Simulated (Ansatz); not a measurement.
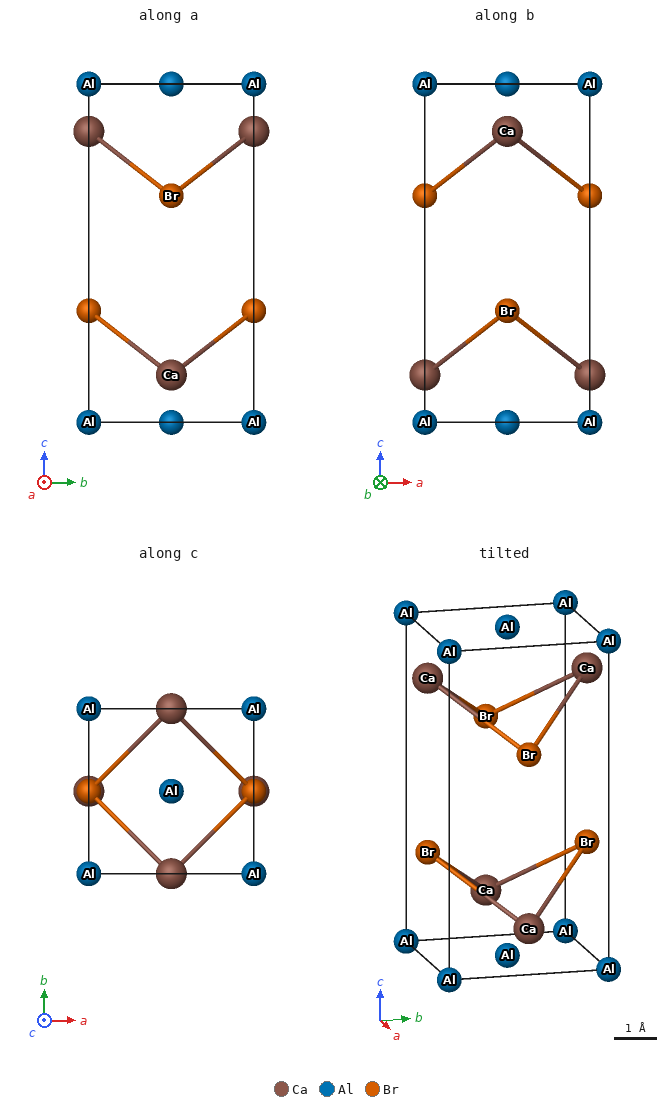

Drawn in the ball-and-stick manner and seen along the a axis, along the b axis, along the c axis and slightly off an axis. The box is the conventional unit cell; atoms on or close to its faces, edges and corners are drawn wherever they repeat.

Lattice parameters: a = 3.992 Å, b = 3.992 Å, c = 8.186 Å, α = 90.00°, β = 90.00°, γ = 90.00°. Put a along x and b in the xy plane.

From the views, write a POSCAR file, with free fractional coordinates to two decimals.

Answer.
```
Ca Al Br
1.0
     3.992    0.000    0.000
     0.000    3.992    0.000
     0.000    0.000    8.186
Ca Al Br
2 2 2
Direct
  0.00 0.50 0.14
  0.50 0.00 0.86
  0.00 0.00 0.00
  0.50 0.50 0.00
  0.00 0.50 0.67
  0.50 0.00 0.33
```

Shown is a generated cell, made by putting these elements into a known structure type (the compound may or may not exist in this form), as it stood before any relaxation. An electronic-structure calculation with Ansatz was run on it.

At this level of theory the cell isn't at rest (compressed, at 32 GPa and forces up to 10.3 eV/Å), so its distances can differ from those at equilibrium, the more so the softer the solid.
